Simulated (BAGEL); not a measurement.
# CH6NPSi (SMILES [H]/N=C\[SiH2]P): RI-MP2/6-31G(d) (density fitting with qzvpp-jkfit, spherical functions)

Aim: the energy change on altering one bond length of CH6NPSi at RI-MP2/6-31G* (density fitting with qzvpp-jkfit, spherical functions), from 2 runs. 

The results are computed with BAGEL 1.2.2.

**1. Starting point**

CH6NPSi has 10 atoms, charge 0, and is taken as a singlet. As SMILES, `[H]/N=C\[SiH2]P`. Geometry: relaxed at GFN2-xTB. This is one conformer, not always the lowest.

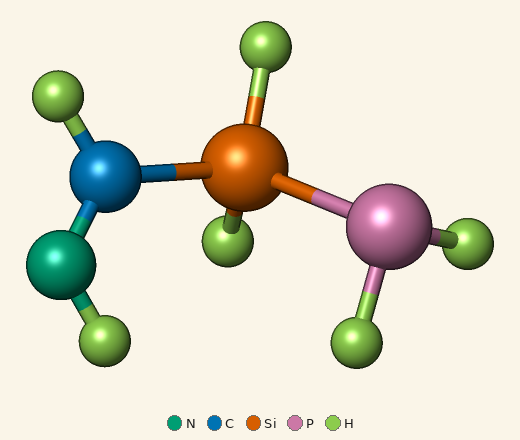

The structure, seen from a chosen angle (nitrogen teal, carbon blue, silicon orange, phosphorus pink, hydrogen green).

**2. The energy at RI-MP2/6-31G(d) (density fitting with qzvpp-jkfit, spherical functions)**

The input, input.json:

```json
{ "bagel": [

{
  "title": "molecule",
  "basis": "6-31gs.json",
  "df_basis": "qzvpp-jkfit",
  "angstrom": true,
  "geometry": [
    { "atom": "N", "xyz": [      -0.919210,       1.985900,      -0.269080 ] },
    { "atom": "C", "xyz": [       0.223840,       1.469950,      -0.344060 ] },
    { "atom": "Si", "xyz": [       0.675430,      -0.389930,      -0.411910 ] },
    { "atom": "P", "xyz": [      -0.084190,      -1.281790,       1.497390 ] },
    { "atom": "H", "xyz": [      -1.697930,       1.325550,      -0.244980 ] },
    { "atom": "H", "xyz": [       1.040800,       2.189640,      -0.363240 ] },
    { "atom": "H", "xyz": [       2.128820,      -0.547270,      -0.462780 ] },
    { "atom": "H", "xyz": [       0.052300,      -0.957390,      -1.615630 ] },
    { "atom": "H", "xyz": [       0.003970,      -2.593820,       1.062070 ] },
    { "atom": "H", "xyz": [      -1.423830,      -1.200840,       1.152210 ] }
  ]
},

{ "title": "hf" },

{ "title": "mp2", "ncore": 12 }

]}
```

The basis set 6-31G* is read from a file made from the Basis Set Exchange's data (not shown).

The run is started by

```bash
$ BAGEL_NUM_THREADS=1 BAGEL input.json > input.out
```

The program printed:

```text
* using 1 threads per process

  ===============================================================
  ===============================================================

  *** Geometry ***

  { "atom" : "N", "xyz" : [     -1.737055,      3.752807,     -0.508488 ] },
  { "atom" : "C", "xyz" : [      0.422996,      2.777803,     -0.650179 ] },
  { "atom" : "Si", "xyz" : [      1.276378,     -0.736861,     -0.778397 ] },
  { "atom" : "P", "xyz" : [     -0.159096,     -2.422232,      2.829657 ] },
  { "atom" : "H", "xyz" : [     -3.208623,      2.504926,     -0.462945 ] },
  { "atom" : "H", "xyz" : [      1.966827,      4.137820,     -0.686424 ] },
  { "atom" : "H", "xyz" : [      4.022887,     -1.034190,     -0.874527 ] },
  { "atom" : "H", "xyz" : [      0.098833,     -1.809205,     -3.053098 ] },
  { "atom" : "H", "xyz" : [      0.007502,     -4.901609,      2.007021 ] },
  { "atom" : "H", "xyz" : [     -2.690649,     -2.269259,      2.177361 ] },

  Number of auxiliary basis functions:      516

  Since a DF basis is specified, we compute 2- and 3-index integrals:
    o Being stored without compression. Storage requirement is 0.024 GB

  Number of basis functions:       76
  Number of electrons      :       48

    * METHOD: MOLECULE                             0.45

  *** RHF ***

  === Nuclear Repulsion ===
   199.5020198791

      * DIIS with orbital gradients will be used.

  === RHF iteration (6-31gs.json) ===
      0       -725.22489652          0.01898167           0.10
      1       -725.34025213          0.01247092           0.10
      2       -725.40223445          0.00203405           0.10
      3       -725.40521192          0.00067936           0.10
      4       -725.40550650          0.00019397           0.10
      5       -725.40556780          0.00007486           0.10
      6       -725.40557533          0.00001937           0.10
      7       -725.40557578          0.00000529           0.10
      8       -725.40557582          0.00000148           0.10
      9       -725.40557583          0.00000050           0.10
     10       -725.40557583          0.00000024           0.10
     11       -725.40557583          0.00000007           0.10
     12       -725.40557583          0.00000004           0.10
     13       -725.40557583          0.00000001           0.10
     14       -725.40557583          0.00000001           0.10
    * SCF iteration converged.

    * Permanent dipole moment:
           (   -0.209277,     0.831545,     0.372517) a.u.

    * METHOD: HF                                   1.76

  *** RHF ***

  === Nuclear Repulsion ===
   199.5020198791

      * DIIS with orbital gradients will be used.

  === RHF iteration (6-31gs.json) ===
      0       -725.40557583          0.00000000           0.10
    * SCF iteration converged.

    * Permanent dipole moment:
           (   -0.209277,     0.831545,     0.372517) a.u.

  === DF-MP2 calculation ===

    * freezing 12 orbitals
    * 3-index integral transformation done
    * assembly done

      MP2 correlation energy:   -0.4593207818      0.05

      MP2 total energy:       -725.8648966076

    * METHOD: MP2                                  0.27

  ===============================================================
```

It took 2.6 s on 1 thread of Arm Neoverse N1, shared host; peak memory 0.12 GiB.

**3. The distorted shape**

The input, input.json:

```json
{ "bagel": [

{
  "title": "molecule",
  "basis": "6-31gs.json",
  "df_basis": "qzvpp-jkfit",
  "angstrom": true,
  "geometry": [
    { "atom": "N", "xyz": [   -1.054697,    2.543905,   -0.248724 ] },
    { "atom": "C", "xyz": [    0.088353,    2.027955,   -0.323704 ] },
    { "atom": "Si", "xyz": [    0.675430,   -0.389930,   -0.411910 ] },
    { "atom": "P", "xyz": [   -0.084190,   -1.281790,    1.497390 ] },
    { "atom": "H", "xyz": [   -1.833417,    1.883555,   -0.224624 ] },
    { "atom": "H", "xyz": [    0.905313,    2.747645,   -0.342884 ] },
    { "atom": "H", "xyz": [    2.128820,   -0.547270,   -0.462780 ] },
    { "atom": "H", "xyz": [    0.052300,   -0.957390,   -1.615630 ] },
    { "atom": "H", "xyz": [    0.003970,   -2.593820,    1.062070 ] },
    { "atom": "H", "xyz": [   -1.423830,   -1.200840,    1.152210 ] }
  ]
},
{
  "title": "hf"
},
{
  "title": "mp2",
  "ncore": 12
}

]}
```

The basis set 6-31G* is read from a file made from the Basis Set Exchange's data (not shown).

The run is started by

```bash
$ BAGEL_NUM_THREADS=1 BAGEL input.json > input.out
```

The program printed:

```text
* using 1 threads per process

  ===============================================================
  ===============================================================

  *** Geometry ***

  { "atom" : "N", "xyz" : [     -1.993088,      4.807284,     -0.470020 ] },
  { "atom" : "C", "xyz" : [      0.166963,      3.832280,     -0.611712 ] },
  { "atom" : "Si", "xyz" : [      1.276378,     -0.736861,     -0.778397 ] },
  { "atom" : "P", "xyz" : [     -0.159096,     -2.422232,      2.829657 ] },
  { "atom" : "H", "xyz" : [     -3.464656,      3.559403,     -0.424478 ] },
  { "atom" : "H", "xyz" : [      1.710794,      5.192297,     -0.647957 ] },
  { "atom" : "H", "xyz" : [      4.022887,     -1.034190,     -0.874527 ] },
  { "atom" : "H", "xyz" : [      0.098833,     -1.809205,     -3.053098 ] },
  { "atom" : "H", "xyz" : [      0.007502,     -4.901609,      2.007021 ] },
  { "atom" : "H", "xyz" : [     -2.690649,     -2.269259,      2.177361 ] },

  Number of auxiliary basis functions:      516

  Since a DF basis is specified, we compute 2- and 3-index integrals:
    o Being stored without compression. Storage requirement is 0.024 GB

  Number of basis functions:       76
  Number of electrons      :       48

    * METHOD: MOLECULE                             0.45

  *** RHF ***

  === Nuclear Repulsion ===
   185.3950771085

      * DIIS with orbital gradients will be used.

  === RHF iteration (6-31gs.json) ===
      0       -725.16310107          0.01912439           0.11
      1       -725.27170298          0.01315062           0.10
      2       -725.34689298          0.00227053           0.10
      3       -725.35050108          0.00083711           0.10
      4       -725.35097042          0.00025667           0.10
      5       -725.35108400          0.00009384           0.10
      6       -725.35109708          0.00002685           0.10
      7       -725.35109799          0.00000762           0.10
      8       -725.35109806          0.00000220           0.10
      9       -725.35109806          0.00000071           0.10
     10       -725.35109806          0.00000028           0.10
     11       -725.35109806          0.00000009           0.10
     12       -725.35109806          0.00000004           0.10
     13       -725.35109806          0.00000001           0.10
     14       -725.35109806          0.00000001           0.10
    * SCF iteration converged.

    * Permanent dipole moment:
           (   -0.229152,     1.070506,     0.346772) a.u.

    * METHOD: HF                                   1.81

  *** RHF ***

  === Nuclear Repulsion ===
   185.3950771085

      * DIIS with orbital gradients will be used.

  === RHF iteration (6-31gs.json) ===
      0       -725.35109806          0.00000000           0.10
    * SCF iteration converged.

    * Permanent dipole moment:
           (   -0.229152,     1.070506,     0.346772) a.u.

  === DF-MP2 calculation ===

    * freezing 12 orbitals
    * 3-index integral transformation done
    * assembly done

      MP2 correlation energy:   -0.4659305827      0.05

      MP2 total energy:       -725.8170286437

    * METHOD: MP2                                  0.27

  ===============================================================
```

It took 2.7 s on 1 thread of Arm Neoverse N1, shared host; peak memory 0.12 GiB.

**4. What came out**

Level: RI-MP2/6-31G* (density fitting with qzvpp-jkfit, spherical functions), 12 core orbitals frozen.

```
                                                          quantity          value
                                         first shape: total energy  -725.86490 Eh
         first shape: correlation energy (12 core orbitals frozen)     -459.3 mEh
                                     distorted shape: total energy  -725.81703 Eh
     distorted shape: correlation energy (12 core orbitals frozen)     -465.9 mEh
energy change with the C2–Si3 bond stretched from 1.915 to 2.490 Å       1.303 eV
```

**Reading.** With the C2–Si3 bond stretched from 1.915 to 2.490 Å the energy rises by 1.30 eV (30 kcal/mol). The first shape isn't relaxed at this level, so the change isn't measured from a minimum.
